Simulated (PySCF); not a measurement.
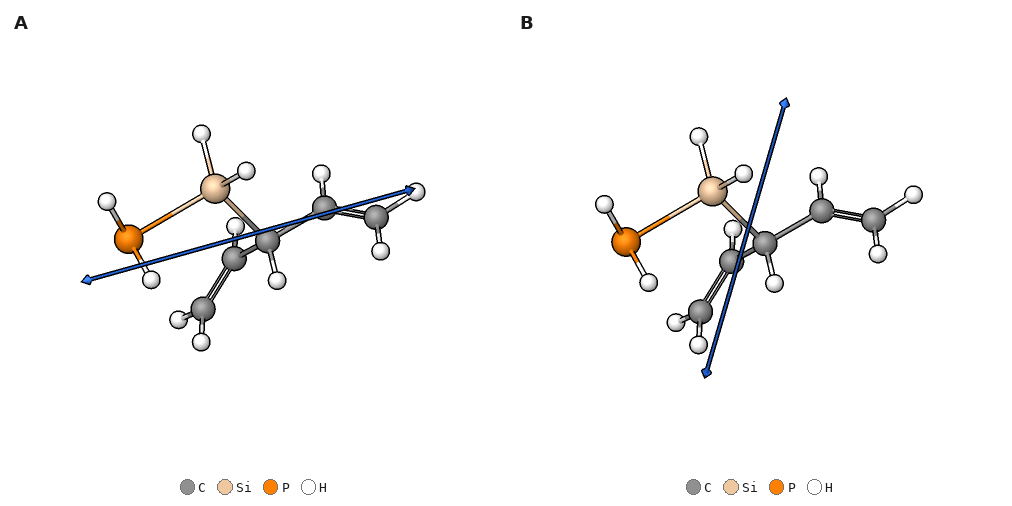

The double arrows show the directions of two transition dipoles from the ground state (lengths mean nothing). The geometry was computed by an optimisation with GFN2-xTB. No frequency run is at hand to confirm it as a minimum. Method: TDDFT CAM-B3LYP/def2-SVPD, vertical, gas phase, core orbitals frozen in the response (PySCF 2.14.0).

Question: One belongs to singlet state 3 and one to singlet state 4. Which is which?

Answer: A: state 4, 6.66 eV (186 nm), oscillator strength 0.047, mainly HOMO → LUMO+2 (weight 0.53).
B: state 3, 6.56 eV (189 nm), oscillator strength 0.048, of mixed character, with the largest part HOMO → LUMO+2 (weight 0.24).

The geometry is semi-empirical. Around P, Si such bond lengths and angles can be off by a tenth of an ångström or more and by several degrees, and values that hang on the shape move with them.
